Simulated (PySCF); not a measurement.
# K: interval between two levels with spin-orbit coupling

Aim: the interval between two levels of potassium from differences of total energies, at each level of theory, and how far each lands from the tabulated value where there is one.

Program: PySCF 2.14.0. Level of theory: two-component X2C-1e, generalised determinants. These are calculated values, not measurements, unless marked.

## (1) Starting point

| Property | Result |
| --- | --- |
| Element | potassium (Z = 19) |
| Basis | x2c-SVPall-2c with one added diffuse shell each of s, d type (6s5p3d, 36 functions) |
| Hamiltonian | two-component X2C-1e, Gaussian nucleus, no Breit or QED terms; spin-orbit coupling, run by run: off; screened by Boettger's factors |
| Core shells frozen in the correlated runs | [Ne] (for K) |
| State 1 | K 3d1 2D5/2: [Ar] 3d1; 3d5/2 filled at m_j = +5/2 |
| Needed too, but not shown | K [Ar] 4s1 (2S) |
| Methods | GHF, GMP2 |

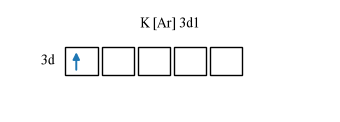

Occupation of the outer shells (arrows by Hund's rule).

A driver program built on PySCF's X2C-1e integrals ran all steps in one process from the settings above; there is no separate input file.

It was started by

```console
> OMP_NUM_THREADS=1 python sorun2.py TASK.json OUT
```

The integrals over 36 functions and the set-up took 0.3 s of CPU time.

## (2) K 3d1 2D5/2

**GHF (spin-free)**

Standard output:

```text
cycle= 1 E= -601.2818913685  delta_E= -601  |FDS-SDF|= 0.00154
cycle= 2 E= -601.2823185128  delta_E= -0.000427  |FDS-SDF|= 0.000742
cycle= 3 E= -601.2824331453  delta_E= -0.000115  |FDS-SDF|= 0.000136
cycle= 4 E= -601.2824352190  delta_E= -2.07e-06  |FDS-SDF|= 7.66e-06
cycle= 5 E= -601.2824352255  delta_E= -6.52e-09  |FDS-SDF|= 1.66e-06
cycle= 6 E= -601.2824352258  delta_E= -2.92e-10  |FDS-SDF|= 2.13e-07
```

It took 0.14 s on 1 thread of Intel Xeon Platinum 8175M at 2.50GHz, shared host, the integrals not counted.

Occupied spinors (without spin-orbit coupling the j labels only name the start):

| spinor shell | electrons | mean energy (eV) | weight of the nominal j | rms radius (bohr) |
| --- | --- | --- | --- | --- |
| 1s1/2 | 2 | -3649.7 | 1.000 | 0.0938 |
| 2s1/2 | 2 | -398.65 | 1.000 | 0.418 |
| 2p3/2 | 4 | -315.12 | 0.833 | 0.387 |
| 2p1/2 | 2 | -315.12 | 0.667 | 0.387 |
| 3s1/2 | 2 | -49.615 | 1.000 | 1.37 |
| 3p3/2 | 4 | -27.701 | 0.833 | 1.56 |
| 3p1/2 | 2 | -27.664 | 0.667 | 1.56 |
| 3d5/2 | 1 | -1.336 | 1.000 | 7.67 |

M_J = 5/2, ⟨J²⟩ = 8.750, ⟨L²⟩ = 6.000, ⟨S²⟩ = 0.750.

**GMP2 (spin-free)**

This step left no log, only its results.

Time after the integrals: 0.02 s (1 thread of Intel Xeon Platinum 8175M at 2.50GHz, shared host).

With 9 electrons correlated and 6 very high virtual spinors dropped, the MP2 correlation energy is -0.06219 hartree. Largest pairs: 3p3/2-3p3/2 -0.0247, 3p1/2-3p3/2 -0.0244, 3p1/2-3p1/2 -0.0063, 3p3/2-3s1/2 -0.0026, 3s1/2-3s1/2 -0.0019.

**GHF (screened spin-orbit)**

Standard output:

```text
cycle= 1 E= -601.2829021794  delta_E= -601  |FDS-SDF|= 0.00159
cycle= 2 E= -601.2833374013  delta_E= -0.000435  |FDS-SDF|= 0.000752
cycle= 3 E= -601.2834527725  delta_E= -0.000115  |FDS-SDF|= 0.000148
cycle= 4 E= -601.2834554721  delta_E= -2.7e-06  |FDS-SDF|= 9.08e-06
cycle= 5 E= -601.2834554782  delta_E= -6.1e-09  |FDS-SDF|= 1.67e-06
cycle= 6 E= -601.2834554784  delta_E= -1.9e-10  |FDS-SDF|= 3.33e-07
```

Time after the integrals: 0.14 s (1 thread of Intel Xeon Platinum 8175M at 2.50GHz, shared host).

Occupied spinors:

| spinor shell | electrons | mean energy (eV) | weight of the nominal j | rms radius (bohr) |
| --- | --- | --- | --- | --- |
| 1s1/2 | 2 | -3649.7 | 1.000 | 0.0938 |
| 2s1/2 | 2 | -398.65 | 1.000 | 0.418 |
| 2p1/2 | 2 | -317.08 | 1.000 | 0.386 |
| 2p3/2 | 4 | -314.15 | 1.000 | 0.388 |
| 3s1/2 | 2 | -49.614 | 1.000 | 1.37 |
| 3p1/2 | 2 | -27.881 | 0.990 | 1.55 |
| 3p3/2 | 4 | -27.593 | 0.995 | 1.56 |
| 3d5/2 | 1 | -1.337 | 1.000 | 7.67 |

M_J = 5/2, ⟨J²⟩ = 8.750, ⟨L²⟩ = 6.000, ⟨S²⟩ = 0.750.

**GMP2 (screened spin-orbit)**

No log was kept for this step.

It took 0.02 s on 1 thread of Intel Xeon Platinum 8175M at 2.50GHz, shared host, the integrals not counted.

With 9 electrons correlated and 6 very high virtual spinors dropped, the MP2 correlation energy is -0.06219 hartree. Largest pairs: 3p3/2-3p3/2 -0.0247, 3p1/2-3p3/2 -0.0246, 3p1/2-3p1/2 -0.0061, 3p3/2-3s1/2 -0.0026, 3s1/2-3s1/2 -0.0019.

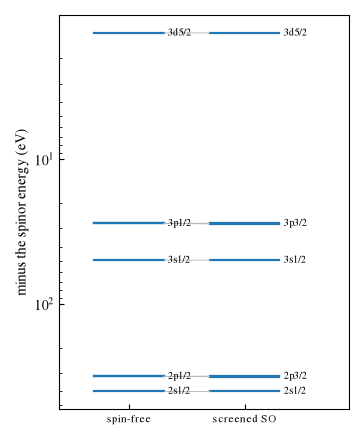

The highest 7 spinor levels of K 3d1 2D5/2 on a logarithmic scale, without and with spin-orbit coupling.

## (3) The energy differences

Interval between two levels: K [Ar] 4s1 [4s1/2^1, M_J = 1/2] → K [Ar] 3d1 [3d5/2^1, M_J = 5/2].

| method | value (eV) | error (eV) |
| --- | --- | --- |
| GHF (spin-free) | 2.657 | -0.013 |
| GMP2 (spin-free) | 2.807 | +0.137 |
| GHF (screened spin-orbit) | 2.657 | -0.013 |
| GMP2 (screened spin-orbit) | 2.807 | +0.137 |

Reference: 2.670 eV (measured; NIST Handbook of Basic Atomic Spectroscopic Data (Sansonetti and Martin, J. Phys. Chem. Ref. Data 34, 1559 (2005))).

The differences also use runs on K [Ar] 4s1 (2S), which are not shown here.

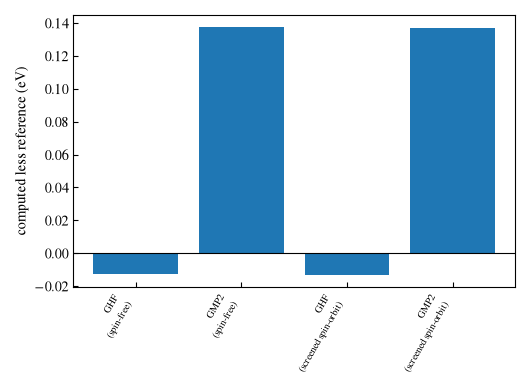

Computed less reference values by method.

## (4) Results

| quantity | value |
| --- | --- |
| interval between two levels, K → 3d1 2D5/2 | GHF (spin-free) 2.657, GMP2 (screened spin-orbit) 2.807 eV; reference 2.670 |

Accuracy by level (over 1 difference):

| method | mean absolute miss against the measured value (with the measured fine structure taken into account where it is known) (eV) |
| --- | --- |
| GHF (spin-free) | 0.013 |
| GMP2 (spin-free) | 0.137 |
| GHF (screened spin-orbit) | 0.013 |
| GMP2 (screened spin-orbit) | 0.137 |

**Reading.** GHF (spin-free) lands nearest to the measured value (off by 0.01 eV), level with GHF (screened spin-orbit); GMP2 (spin-free) misses by most (0.14 eV). Spin-orbit coupling moves the difference by -0.000 eV at GMP2. All values hold for this basis alone; no basis-set limit was taken.
